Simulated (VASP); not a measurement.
Band structure of BaGaH5 (space group P2_1). Computed with r2SCAN meta-GGA, VASP's PBE PAW potentials (set 64) (plane waves; VASP).

Unless said otherwise, spin-orbit coupling is left out, though it shifts the bands of the heavy elements here.

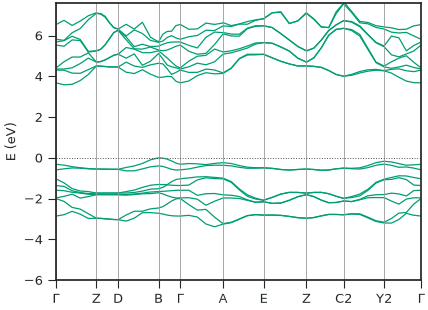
Fig. 1. Bands along high-symmetry lines, zero at the valence-band maximum or, without a gap, the Fermi level

### Question
Read the plot: is there a gap, and where are the band edges?

### Answer
The gap is indirect, 3.58 eV, from the valence maximum at B to the conduction minimum at (0.00, 0.17, 0.00).

The structure comes from a computed database's BaGaH5 entry (P2_1); how it stands against other phases isn't given here. It was relaxed first.
